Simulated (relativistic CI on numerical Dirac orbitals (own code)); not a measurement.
**Relativistic CI calculation, with input and output: Pt²⁺**

- system: Pt²⁺.
- method: Dirac-Coulomb-Breit CI, KLI orbitals optimised for each configuration, model QED (radiative potential, 1s self-energy scaled to tabulated hydrogen-like ionisation energies), valence Slater integrals scaled by 0.9, multiplet model of photoemission in the sudden approximation in a parametric crystal field (relativistic CI on numerical Dirac orbitals, in-house)

Key numbers:

- outcome: converged
- hardware: 1 CPU thread, shared host

Notes:

To bear in mind: free-ion energies without screening by ligands, so binding energies differ from solids by tens of eV.

Input file:
```
atom Pt  Z=78  charge=2  electrons=76
nucleus A=195  rms_radius_fm=5.4270
hamiltonian dirac-coulomb  breit=on  qed=on  c_scale=1
orbitals kli  potential=per-configuration
slater_scale 0.9
correlation none
mixing on
configurations
  [Xe] 4f14 5d8
  [Kr] 4d10 4f14 5s2 5p5 5d8
end
photoemission 5p T=300 lorentz=1.05 gauss=0.6
crystal_field Td 10Dq=-19750
```

The program writes its results to a structured record and prints no log; tables and figures of this report are taken from that record.

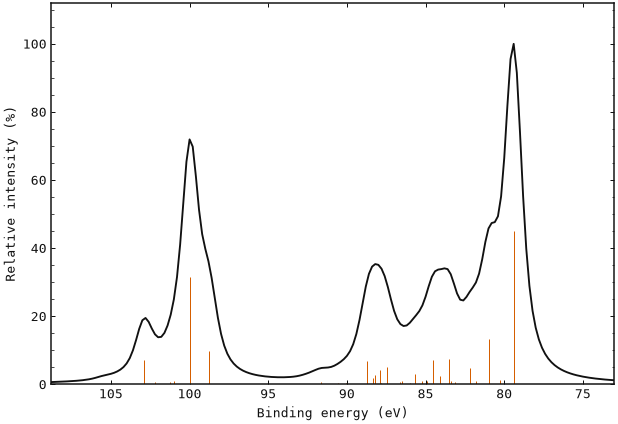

Fig. 1: 5p photoemission of Pt²⁺ (platinum, Z = 78), [Xe] 4f¹⁴ 5d⁸, in a field of Td symmetry with 10Dq = −19,750 cm⁻¹. Sticks are the strongest transitions, on a scale of their own. Multiplet model: relativistic Dirac–Coulomb–Breit theory, one configuration a step, Slater integrals scaled by 0.9, 300 K, Voigt broadening (Lorentzian 1.05 eV, Gaussian 0.6 eV full widths), computed with a radial Dirac CI code. The main maxima lie at 79.4 eV (100), 83.8 eV (34), 88.1 eV (35), 99.9 eV (72) and 102.8 eV (20), heights in % of the largest; the centroid is at 88.2 eV. The ground state has S = 0.98.
